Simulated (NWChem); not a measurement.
# A workflow on the pair SiH2S···BH3Se

We compute a single-point energy (singlet BSiH5SeS, B3LYP-D3(BJ)/6-31G*), then a single-point energy (singlet SiH2S, B3LYP-D3(BJ)/6-31G*), then a single-point energy (singlet BH3Se, B3LYP-D3(BJ)/6-31G*), then the energy (singlet SiH2S, B3LYP-D3(BJ)/6-31G*), then the energy (singlet BH3Se, B3LYP-D3(BJ)/6-31G*) of BH5SSeSi and its partners. 

Program for the calculation: NWChem 7.3.0.

## Step 1: Starting point

BSiH5SeS: 9 atoms, total charge 0, spin state singlet. The two molecules were placed rigidly side by side, at 1.3 times their contact distance; the pair isn't optimised.

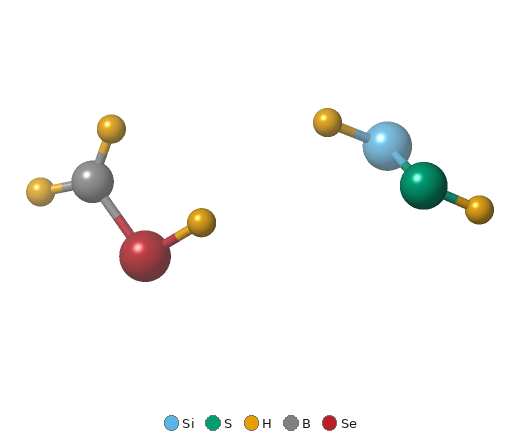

Viewed from a chosen angle; silicon blue, sulfur teal, hydrogen amber, boron grey, selenium red.

## Step 2: A single-point energy at B3LYP-D3(BJ)/6-31G(d) (spherical functions) (run 1)

The input, m1.nw:

```
echo
start m1
memory total 2200 mb
charge 0

geometry units au noautosym nocenter noautoz
   Si    -0.52284942    -2.00178688     0.31403469
   S      0.33376343     1.84040427    -0.38081761
   H      1.89656693    -2.22175100     1.86417703
   H     -1.70751873     2.38313362    -1.79735631
   B      9.69731858    -7.43013856     0.51478029
   Se     8.97421488    -5.37152761    -2.33316926
   H      8.83596252    -6.95608186     2.53531326
   H     11.04684760    -9.18983263     0.13090133
   H      7.33429165    -3.53021627    -1.05380577
end

basis spherical bse
   * library 6-31G*
end

dft
   xc b3lyp
   disp vdw 4
   grid fine
   convergence energy 1e-08
   maxiter 100
   mulliken
   print low
end

task dft energy
```

Launch:

```console
$ nwchem m1.nw > m1.out
```

Standard output:

```text
[...]
 d= 0,ls=0.0,diis     1  -3116.7619755462 -3.39D+03  1.01D-02  3.83D-01     3.7
[...]
 d= 0,ls=0.0,diis    10  -3116.8199911005 -4.02D-09  2.49D-07  3.00D-10    22.7
         Total DFT energy =    -3116.819991100460
      One electron energy =    -4875.960642387427
           Coulomb energy =     1624.857809806494
    Exchange-Corr. energy =     -139.693646033202
 Nuclear repulsion energy =      273.987819500028
    Dispersion correction =       -0.011331986353
[...]
      Total Density - Mulliken Population Analysis
     ---------------------------------------------
    Atom       Charge   Shell Charges
 -----------   ------   -------------------------------------------------------
    1 Si  14    13.77   2.00  2.00  5.96  1.24  1.46  0.61  0.40  0.10
    2 S   16    16.24   2.00  2.00  5.97  1.37  3.06  0.52  1.27  0.05
    3 H    1     1.10   0.51  0.60
    4 H    1     0.88   0.50  0.38
    5 B    5     4.99   2.00  0.59  1.40  0.46  0.51  0.03
    6 Se  34    34.14   2.00  2.00  6.00  2.00  5.99  1.59  3.23  0.30  0.96  6.92  2.93  0.23
    7 H    1     0.99   0.52  0.47
    8 H    1     0.99   0.52  0.47
    9 H    1     0.90   0.48  0.41
[...]
```

It took 23 s on 1 thread of Intel Xeon Platinum 8488C (Sapphire Rapids), shared host; peak memory 0.13 GiB.

## Step 3: SiH2S: the energy at B3LYP-D3(BJ)/6-31G(d) (spherical functions) (run 2)

The input, h2ssi.nw:

```
start h2ssi
title "H2SSi energy"
memory total 2200 mb
charge 0
geometry units angstrom noautosym nocenter noautoz
 Si      -0.276680      -1.059300       0.166180
 S        0.176620       0.973900      -0.201520
 H        1.003620      -1.175700       0.986480
 H       -0.903580       1.261100      -0.951120
end
basis spherical bse
 * library 6-31G*
end
dft
 xc b3lyp
 disp vdw 4
 grid fine
 convergence energy 1e-08
 maxiter 100
 mulliken
 print low
end
task dft energy
```

Launch:

```console
$ nwchem h2ssi.nw > h2ssi.out
```

Standard output:

```text
[...]
 d= 0,ls=0.0,diis     1   -688.8391102896 -7.62D+02  1.82D-02  1.74D-01     0.7
[...]
 d= 0,ls=0.0,diis     8   -688.8659068500 -3.84D-10  1.88D-06  1.87D-09     3.6
         Total DFT energy =     -688.865906850039
      One electron energy =    -1098.309426487675
           Coulomb energy =      383.405750815845
    Exchange-Corr. energy =      -47.349748396243
 Nuclear repulsion energy =       73.393083253316
    Dispersion correction =       -0.005566035282
[...]
      Total Density - Mulliken Population Analysis
     ---------------------------------------------
    Atom       Charge   Shell Charges
 -----------   ------   -------------------------------------------------------
    1 Si  14    13.78   2.00  2.00  5.96  1.24  1.47  0.62  0.40  0.10
    2 S   16    16.24   2.00  2.00  5.97  1.37  3.06  0.52  1.27  0.05
    3 H    1     1.10   0.51  0.59
    4 H    1     0.88   0.51  0.38
[...]
```

Run time: 4.2 s. Hardware: 1 thread of Intel Xeon Platinum 8488C (Sapphire Rapids), shared host; peak memory 0.12 GiB.

## Step 4: BH3Se: a single-point energy at B3LYP-D3(BJ)/6-31G(d) (spherical functions) (run 3)

The input, calc.nw:

```
START calc
memory total 2200 mb

GEOMETRY units angstrom noautosym nocenter noautoz
  B     5.131600   -3.931860    0.272410
  Se    4.748950   -2.842490   -1.234660
  H     4.675790   -3.681000    1.341630
  H     5.845740   -4.863050    0.069270
  H     3.881140   -1.868110   -0.557650
END

BASIS spherical bse
  B library 6-31G*
  Se library 6-31G*
  H library 6-31G*
END

DFT
  xc b3lyp
  disp vdw 4
  grid fine
  convergence energy 1e-08
  maxiter 100
  mulliken
  print low
END

TASK dft energy
```

Launch:

```console
$ nwchem calc.nw > calc.out
```

Standard output:

```text
[...]
 d= 0,ls=0.0,diis     1  -2427.9212722991 -2.51D+03  1.15D-02  2.11D-01     1.3
[...]
 d= 0,ls=0.0,diis     8  -2427.9530343201  4.10D-09  6.25D-06  1.65D-07     6.7
         Total DFT energy =    -2427.953034320104
      One electron energy =    -3534.842521689164
           Coulomb energy =     1120.094324073953
    Exchange-Corr. energy =      -92.344222968594
 Nuclear repulsion energy =       79.144183009661
    Dispersion correction =       -0.004796745960
[...]
      Total Density - Mulliken Population Analysis
     ---------------------------------------------
    Atom       Charge   Shell Charges
 -----------   ------   -------------------------------------------------------
    1 B    5     4.99   2.00  0.59  1.40  0.46  0.51  0.03
    2 Se  34    34.13   2.00  2.00  6.00  2.00  5.99  1.59  3.23  0.30  0.96  6.92  2.93  0.23
    3 H    1     0.99   0.52  0.47
    4 H    1     0.99   0.52  0.47
    5 H    1     0.90   0.48  0.42
[...]
```

Run time: 7.5 s. Hardware: 1 thread of Intel Xeon Platinum 8488C (Sapphire Rapids), shared host; peak memory 0.12 GiB.

## Step 5: SiH2S among ghost functions: the energy at B3LYP-D3(BJ)/6-31G(d) (spherical functions, with ghost functions) (run 4)

The input, h2ssi.nw:

```
start h2ssi
title "H2SSi"
memory total 2200 mb

geometry units angstrom noautosym nocenter noautoz
   Si    -0.276680    -1.059300     0.166180
   S      0.176620     0.973900    -0.201520
   H      1.003620    -1.175700     0.986480
   H     -0.903580     1.261100    -0.951120
   bqB      5.131600    -3.931860     0.272410
   bqSe     4.748950    -2.842490    -1.234660
   bqH      4.675790    -3.681000     1.341630
   bqH      5.845740    -4.863050     0.069270
   bqH      3.881140    -1.868110    -0.557650
end

basis spherical bse
   Si library 6-31G*
   S library 6-31G*
   H library 6-31G*
   bqB library B 6-31G*
   bqSe library Se 6-31G*
   bqH library H 6-31G*
end

dft
   xc b3lyp
   disp vdw 4
   grid fine
   convergence energy 1e-08
   maxiter 100
   mulliken
   noprint "final vectors analysis"
end

task dft energy
```

Launch:

```console
$ nwchem h2ssi.nw > h2ssi.out
```

Standard output:

```text
[...]
          Wavefunction type:  closed shell.
          No. of atoms     :     9
          No. of electrons :    32
[...]
          Charge           :     0
          Spin multiplicity:     1
[...]
          AO basis - number of functions:    92
[...]
              XC Information
              --------------
                         B3LYP Method XC Potential
                     Hartree-Fock (Exact) Exchange  0.200
                        Slater Exchange Functional  0.800 local
                    Becke 1988 Exchange Functional  0.720 non-local
              Lee-Yang-Parr Correlation Functional  0.810
                  VWN I RPA Correlation Functional  0.190 local
[...]
 d= 0,ls=0.0,diis     1   -688.8391571202 -7.62D+02  7.93D-03  1.74D-01     2.4
[...]
 d= 0,ls=0.0,diis     8   -688.8659705166 -3.92D-10  8.15D-07  1.85D-09    15.8
         Total DFT energy =     -688.865970516602
      One electron energy =    -1098.307039626071
           Coulomb energy =      383.403083816778
    Exchange-Corr. energy =      -47.349531925344
 Nuclear repulsion energy =       73.393083253316
    Dispersion correction =       -0.005566035282
[...]
      Total Density - Mulliken Population Analysis
     ---------------------------------------------
    Atom       Charge   Shell Charges
 -----------   ------   -------------------------------------------------------
    1 Si  14    13.78   2.00  2.00  5.96  1.24  1.47  0.61  0.40  0.10
    2 S   16    16.24   2.00  2.00  5.97  1.37  3.06  0.52  1.27  0.05
    3 H    1     1.10   0.51  0.59
    4 H    1     0.88   0.51  0.38
    5 X    0    -0.00  -0.00  0.00 -0.00 -0.00 -0.00 -0.00
    6 X    0     0.00  -0.00 -0.00 -0.00 -0.00 -0.00 -0.00 -0.00 -0.00  0.00 -0.00  0.00 -0.00
    7 X    0     0.00  -0.00  0.00
    8 X    0     0.00  -0.00  0.00
    9 X    0     0.00  -0.00  0.00
[...]
```

It took 17 s on 1 thread of Intel Xeon Platinum 8488C (Sapphire Rapids), shared host; peak memory 0.13 GiB.

## Step 6: BH3Se among ghost functions: a single-point energy at B3LYP-D3(BJ)/6-31G(d) (spherical functions, with ghost functions) (run 5)

The input, mol.nw:

```
start mol
title "BH3Se"
memory stack 880 mb heap 220 mb global 1100 mb

geometry units bohr noautosym nocenter noautoz
 B      9.69731858    -7.43013856     0.51478029
 Se     8.97421488    -5.37152761    -2.33316926
 H      8.83596252    -6.95608186     2.53531326
 H     11.04684760    -9.18983263     0.13090133
 H      7.33429165    -3.53021627    -1.05380577
 bqSi    -0.522849    -2.001787     0.314035
 bqS      0.333763     1.840404    -0.380818
 bqH      1.896567    -2.221751     1.864177
 bqH     -1.707519     2.383134    -1.797356
end

basis "ao basis" spherical bse
 B library 6-31G*
 Se library 6-31G*
 H library 6-31G*
 bqSi library Si 6-31G*
 bqS library S 6-31G*
 bqH library H 6-31G*
end

dft
 xc b3lyp
 disp vdw 4
 grid fine
 convergence energy 1e-08
 iterations 100
 mulliken
 print low
end

task dft
```

Launch:

```console
$ nwchem mol.nw > mol.out
```

Standard output:

```text
[...]
 d= 0,ls=0.0,diis     1  -2427.9213482810 -2.51D+03  6.48D-03  2.11D-01     3.5
[...]
 d= 0,ls=0.0,diis     8  -2427.9531048931  4.06D-09  3.54D-06  1.65D-07    17.4
         Total DFT energy =    -2427.953104893095
      One electron energy =    -3534.836639923750
           Coulomb energy =     1120.088106338939
    Exchange-Corr. energy =      -92.343951847125
 Nuclear repulsion energy =       79.144177284676
    Dispersion correction =       -0.004796745836
[...]
      Total Density - Mulliken Population Analysis
     ---------------------------------------------
    Atom       Charge   Shell Charges
 -----------   ------   -------------------------------------------------------
    1 B    5     4.99   2.00  0.59  1.40  0.46  0.51  0.03
    2 Se  34    34.13   2.00  2.00  6.00  2.00  5.99  1.59  3.23  0.30  0.96  6.92  2.93  0.23
    3 H    1     0.99   0.52  0.47
    4 H    1     0.99   0.52  0.47
    5 H    1     0.90   0.48  0.42
    6 X    0     0.00  -0.00 -0.00 -0.00 -0.00 -0.00  0.00  0.00 -0.00
    7 X    0    -0.00   0.00  0.00 -0.00  0.00 -0.00 -0.00 -0.00 -0.00
    8 X    0    -0.00  -0.00 -0.00
    9 X    0     0.00  -0.00  0.00
[...]
```

Run time: 18 s. Hardware: 1 thread of Intel Xeon Platinum 8488C (Sapphire Rapids), shared host; peak memory 0.13 GiB.

## Step 7: What came out

```
                                                                                                                  quantity           value
                                                                                  run 1, B3LYP-D3(BJ)/6-31G*: total energy  -3116.81999 Eh
                                                                             run 1, B3LYP-D3(BJ)/6-31G*: dispersion energy   -29.75 kJ/mol
                                                                                                       SiH2S: total energy   -688.86591 Eh
                                                                                                  SiH2S: dispersion energy   -14.61 kJ/mol
                                                                                                       BH3Se: total energy  -2427.95303 Eh
                                                                                                  BH3Se: dispersion energy   -12.59 kJ/mol
                                                                                 SiH2S among ghost functions: total energy   -688.86597 Eh
                                                                                SiH2S among ghost functions: dipole moment          0.73 D
                                                                            SiH2S among ghost functions: dispersion energy   -14.61 kJ/mol
                                                                                 BH3Se among ghost functions: total energy  -2427.95310 Eh
                                                                            BH3Se among ghost functions: dispersion energy   -12.59 kJ/mol
              interaction energy of the rigid parts SiH2S and BH3Se (parts in their own basis; closest atoms 3.34 Å apart)       -0.029 eV
interaction energy of the rigid parts SiH2S and BH3Se (parts in the whole basis, counterpoise; closest atoms 3.34 Å apart)       -0.025 eV
```

**Reading.** The interaction energy of the rigid parts SiH2S and BH3Se (parts in their own basis; closest atoms 3.34 Å apart) is −0.03 eV (−2.8 kJ/mol): the parts attract. Without counterpoise this holds the superposition error of the basis. The interaction energy of the rigid parts SiH2S and BH3Se (parts in the whole basis, counterpoise; closest atoms 3.34 Å apart) is −0.02 eV (−2.4 kJ/mol): the parts attract. The basis-set superposition error is 0.4 kJ/mol. Mulliken charges (SiH2S) run from -0.24 on S2 to +0.22 on Si1. Mulliken charges (BH3Se) run from -0.13 on Se2 to +0.10 on H5.
